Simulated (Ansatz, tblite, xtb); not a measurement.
## TiNH2Cl3 (SMILES [NH2][Ti]([Cl])([Cl])[Cl]): the dipole moment, rung by rung

TiNH2Cl3: 7 atoms, total charge 0, spin state singlet. As SMILES, `[NH2][Ti]([Cl])([Cl])[Cl]`. The coordinates come from a PBE0-D4/def2-TZVP relaxation.

Quantity: the dipole moment, in D. The values are calculated.

```tsv
level	kind	program	value (D)
GFN1-xTB	semi-empirical	tblite	4.18
IPEA1-xTB	semi-empirical	tblite	4.46
GFN2-xTB	semi-empirical	xtb	3.13
GFN0-xTB	semi-empirical	xtb	2.67
HF/STO-3G	Hartree–Fock	Ansatz	3.29
HF/3-21G	Hartree–Fock	Ansatz	4.62
HF/def2-SVP	Hartree–Fock	Ansatz	3.26
HF/cc-pVDZ	Hartree–Fock	Ansatz	3.27
B3LYP/6-31G* (spherical functions)	global hybrid	Ansatz	3.48
B3LYP/def2-SVP	global hybrid	Ansatz	3.10
```

The values span 2.67 to 4.62 D. Sets without polarisation functions give poor dipoles. Without the sets that lack polarisation functions the rows with a basis span only 3.10 to 3.48 D.

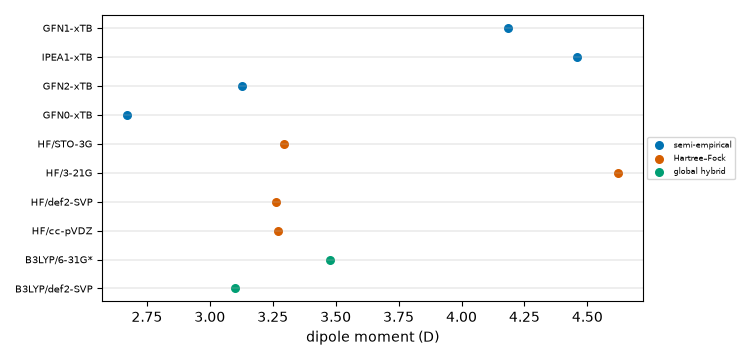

The values of the table, level by level.
